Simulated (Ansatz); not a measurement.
# One shape, several levels: InH2 (SMILES [InH2])

We compute a comparison of 3 runs (UHF/3-21G, UPBE0/def2-SVP, UCCSD/STO-3G) of InH2. 

The results are computed with Ansatz 0.2.0.

7 further runs of the same task are left out: 1 that didn't finish, 6 set aside as unsound or not needed.

## 1. Starting point

InH2: 3 atoms, total charge 0, spin state doublet. As SMILES, `[InH2]`. Geometry: relaxed at PBE0-D4/def2-TZVP.

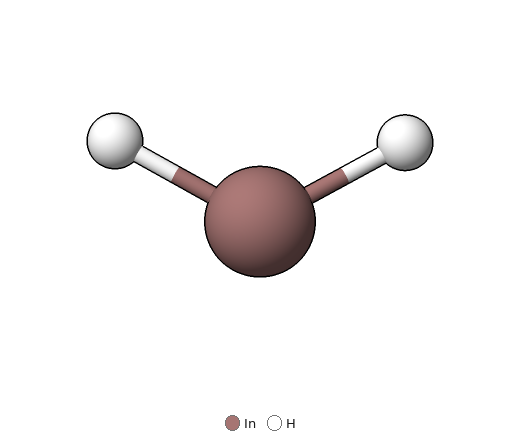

The structure, seen from a chosen angle (indium brown, hydrogen white).

## 2. Energy and gradient at UHF/3-21G (run 1)

File run.yaml:

```yaml
crystal:
  periodic: [false, false, false]
  atoms:
    - {symbol: In, position_ang: [0.384600, -0.425400, 0.149800]}
    - {symbol: H, position_ang: [0.691300, 1.265400, 0.521600]}
    - {symbol: H, position_ang: [-1.086900, -0.904800, -0.684700]}
basis:
  gaussian:
    orbitals: 3-21G-spherical.json
magnetization:
  spin_polarized: true
  initial_magnetization: 1
hamiltonian:
  xc: hf
accuracy: high
output: {forces: true, orbitals: {seedname: orbitals}}
```

The basis set 3-21G is read from a file made from the Basis Set Exchange's data (not shown).

The run is started by

```sh
$ ansatz run run.yaml --threads 1 --pin off --max-ram 2610MiB --events-out events.jsonl --progress --plain --runs-dir runs
```

The program printed:

```text
Warning: RAYON_NUM_THREADS=1 ignored (pool sized by the plan → 1); use --threads N
Functional definition: HF
  name "HF"
  exchange = exact_x
  correlation = 0
640 factors; integrals over basis functions are off by at most 4.2e-9 eV
mean field evaluation 1: about -155535.2338 eV, gradient 4.6e0 eV
mean field evaluation 2: about -155535.2636 eV, gradient 4.6e0 eV
mean field evaluation 4: about -155535.7108 eV, gradient 5.2e-1 eV
mean field evaluation 8: about -155535.7215 eV, gradient 6.7e-3 eV
mean field -155535.72149632 eV, -5715.8323390911 hartree, gradient 1.3e-8 eV, S^2 0.752586; 0 other end points of the search recorded, 0 dependent functions left out
the calculation of the forces begins
reference -155535.72149632 eV, -5715.8323390911 hartree; 26, 25 occupied and 9, 10 virtual orbitals, 640 factors
Total energy: -155535.72149632 eV, -5715.8323390911 hartree
Atom 0 at     0.384600    -0.425400     0.149800 Å, force     0.279271    -0.292202     0.110718 eV/Å
Atom 1 at     0.691300     1.265400     0.521600 Å, force     0.032563     0.356836     0.061529 eV/Å
Atom 2 at    -1.086900    -0.904800    -0.684700 Å, force    -0.311834    -0.064634    -0.172247 eV/Å
Dipole moment:     0.095877    -0.099646     0.038094 e Å
```

It took 0.84 s on 1 thread of Arm Neoverse V2, shared host.

## 3. Energy and forces at UPBE0/def2-SVP (core potential) (run 2)

File in.yaml:

```yaml
crystal:
  periodic: [false, false, false]
  atoms:
    - {symbol: In, position_ang: [0.384600, -0.425400, 0.149800]}
    - {symbol: H, position_ang: [0.691300, 1.265400, 0.521600]}
    - {symbol: H, position_ang: [-1.086900, -0.904800, -0.684700]}
basis:
  gaussian: {orbitals: def2-SVP}
hamiltonian: {xc: pbe0}
magnetization: {spin_polarized: true, initial_magnetization: 1}
output: {forces: true, orbitals: {seedname: orbitals}}
accuracy: high
```

The run is started by

```sh
$ ansatz run in.yaml --threads 1 --pin off --max-ram 2610MiB --events-out events.jsonl --progress --plain --runs-dir runs
```

The program printed, shortened:

```text
Warning: RAYON_NUM_THREADS=1 ignored (pool sized by the plan → 1); use --threads N
Functional definition: PBE0
  name "PBE0"
[...]
839 factors; integrals over basis functions are off by at most 1.9e-9 eV
[...]
mean field -5204.48816975 eV, -191.2614125097 hartree, gradient 3.4e-8 eV, S^2 0.752581; 0 other end points of the search recorded, 0 dependent functions left out
[...]
reference -5204.48817222 eV, -191.2614126004 hartree; 12, 11 occupied and 24, 25 virtual orbitals, 839 factors
Total energy: -5204.48817222 eV, -191.2614126004 hartree
Atom 0 at     0.384600    -0.425400     0.149800 Å, force     0.070126    -0.074388     0.027675 eV/Å
Atom 1 at     0.691300     1.265400     0.521600 Å, force     0.010424     0.093186     0.017079 eV/Å
Atom 2 at    -1.086900    -0.904800    -0.684700 Å, force    -0.080550    -0.018797    -0.044754 eV/Å
Dipole moment:     0.047286    -0.049106     0.018793 e Å
```

Wall time 3.6 s (1 thread of Arm Neoverse V2, shared host).

## 4. Energy and forces at UCCSD/STO-3G (run 3)

File run.yaml:

```yaml
crystal:
  periodic: [false, false, false]
  atoms:
    - {symbol: In, position_ang: [0.384600, -0.425400, 0.149800]}
    - {symbol: H, position_ang: [0.691300, 1.265400, 0.521600]}
    - {symbol: H, position_ang: [-1.086900, -0.904800, -0.684700]}
basis:
  gaussian:
    orbitals: STO-3G
accuracy: high
correlation:
  method: ccsd
  frozen_orbitals: {H: 0, In: 18}
scf:
  omitted_lower_state_checks: [cluster_reference, increment]
output:
  forces: true
  orbitals: {seedname: orbitals}
magnetization:
  spin_polarized: true
  initial_magnetization: 1
```

The run is started by

```sh
$ ansatz run run.yaml --threads 1 --pin off --max-ram 2610MiB --events-out events.jsonl --progress --plain --runs-dir runs
```

The program printed, shortened:

```text
Warning: RAYON_NUM_THREADS=1 ignored (pool sized by the plan → 1); use --threads N
[... 2 set-up lines as earlier in the session ...]
[...]
499 factors; integrals over basis functions are off by at most 4.0e-9 eV
[...]
mean field -154668.38936397 eV, -5683.9584711260 hartree, gradient 9.6e-9 eV, S^2 0.751135; 0 other end points of the search recorded, 0 dependent functions left out
18 core orbitals not correlated: weight in the atoms' cores, before any rotation towards them, 1.000 or more for the frozen orbitals, at most 0.000 for the correlated occupied ones
reference -154668.38936397 eV, -5683.9584711260 hartree; 8, 7 occupied and 3, 4 virtual orbitals, 499 factors
second order -0.65617080 eV of doubles, -0.00000000 eV of singles
cycle   1  -0.88588486 eV  change   -2.3e-1 eV  update   4.8e-2
[...]
cycle  20  -1.04033472 eV  change   -1.0e-9 eV  update  9.0e-10
[...]
Total energy: -154669.42969868 eV, -5683.9967027217 hartree
Atom 0 at     0.384600    -0.425400     0.149800 Å, force    -0.902880     0.938170    -0.358759 eV/Å
Atom 1 at     0.691300     1.265400     0.521600 Å, force    -0.363845    -1.463825    -0.373662 eV/Å
Atom 2 at    -1.086900    -0.904800    -0.684700 Å, force     1.266725     0.525655     0.732421 eV/Å
Dipole moment:     0.138788    -0.144328     0.055133 e Å
Checks for a lower state left out: cluster_reference, increment
```

Run time: 1.1 s. Hardware: 1 thread of Arm Neoverse V2, shared host.

## 5. All runs side by side

```
run                            level  core potential  frozen core orbitals   energy (Eh)  dipole moment (D)  HOMO energy (eV)  LUMO energy (eV)  wall time
  1                        UHF/3-21G            none                     –  -5715.832339               0.69             -7.40              0.33     0.84 s
  2  UPBE0/def2-SVP (core potential)        def2-SVP                     –   -191.261413               0.34             -5.40             -2.54      3.6 s
  3                     UCCSD/STO-3G            none                    18  -5683.996703               1.00             -4.37              5.65      1.1 s
```

## 6. Outcome

| quantity | value |
| --- | --- |
| run 3: total energy | -5683.99670 Eh |
| run 3: dipole moment (correlated density) | 1.00 D |
| run 3: HOMO energy (Hartree–Fock orbitals) (highest over α and β) | -4.37 eV |
| run 3: LUMO energy (Hartree–Fock orbitals) (lowest over α and β) | 5.65 eV |
| run 3: correlation energy (18 core orbitals frozen) | -38.2 mEh |
| run 3: ⟨S²⟩ of the reference determinant | 0.751 |
| run 3: T1 diagnostic | 0.006 |
| run 3: largest force on an atom | 1.555 eV/Å |

**Reading.** The dipole moment (its size) runs from 0.34 D (UPBE0/def2-SVP) to 1.00 D (UCCSD/STO-3G). The two ends differ in method and basis and core potential. Some runs of one species differ in core potentials or relativity; totals across that change don't compare. In run 3 the basis is minimal, so the values are rough. In runs 1, 3 relativity is left out where basis or elements ask for it. All runs together took 5.5 s, the longest 3.6 s.
